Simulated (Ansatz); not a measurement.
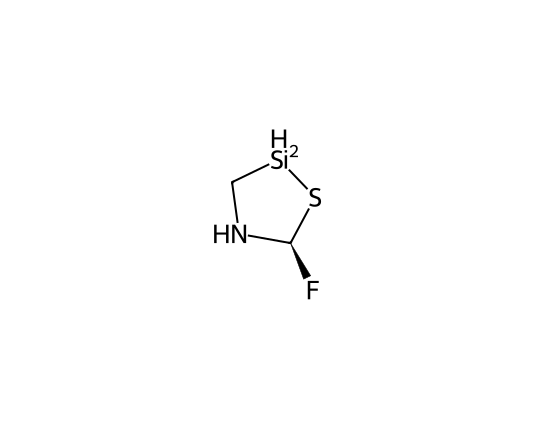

Structural formula above. The computed structure is the end point of a PBE-D4/def2-SVP optimisation. No frequency run is at hand to confirm it as a minimum.

What does the molecule look like in three dimensions?

Formula C₂H₆FNSSi. SMILES: `F[C@H]1NC[SiH2]S1`. Independent rings (smallest set): 1 of 5 members. Among its groups: secondary amine, C–F bond, Si–H bond. The point group is C1. Coordination, clear cases only: 2 C tetrahedral; 1 Si tetrahedral; 1 S bent.

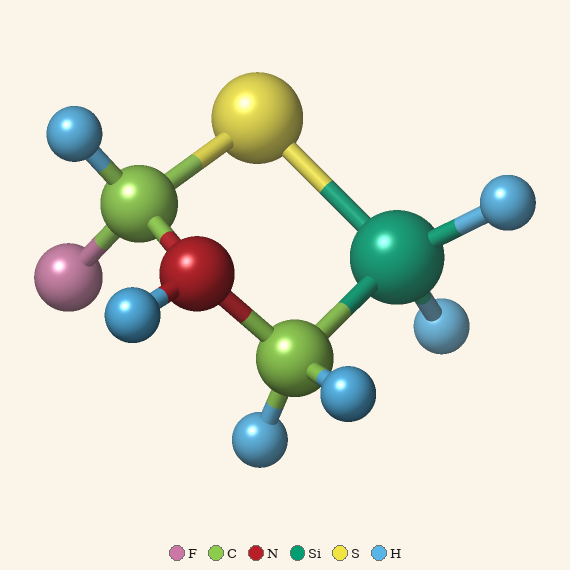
